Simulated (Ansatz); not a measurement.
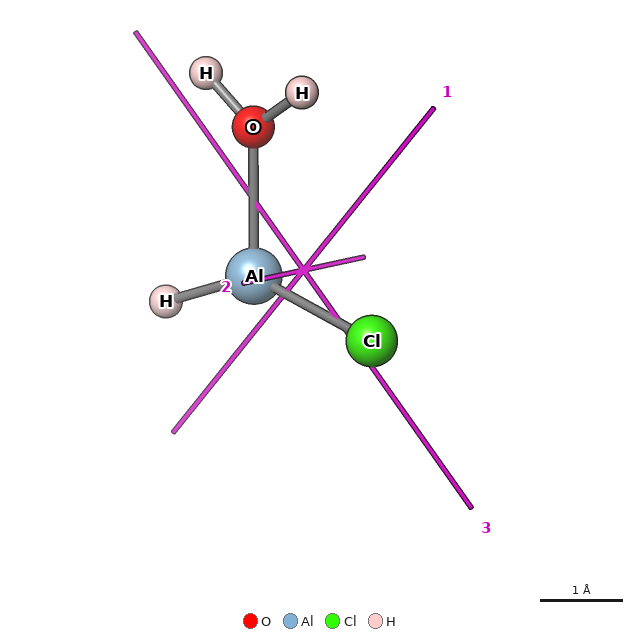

The three principal axes of inertia are drawn and numbered. Atoms fade into the background with distance from the viewer. The species has charge +1 and is a spin singlet. The geometry was computed by an optimisation with PBE0-D4/def2-TZVP. No frequency run is at hand to confirm it as a minimum. Masses are those of the most abundant isotopes; constants are for the rigid equilibrium geometry.

Q: Which line is the a axis (least moment of inertia), which b and which c?

A: a is line 3, b is line 1, c is line 2; the moments are 29.3, 128, 158 u Å².

Q: What kind of rotor is it, and what are its rotational constants in MHz?

A: An asymmetric top (Cs): A = 17271, B = 3939, C = 3208 MHz. Ray's parameter κ is −0.90, close to the prolate limit.
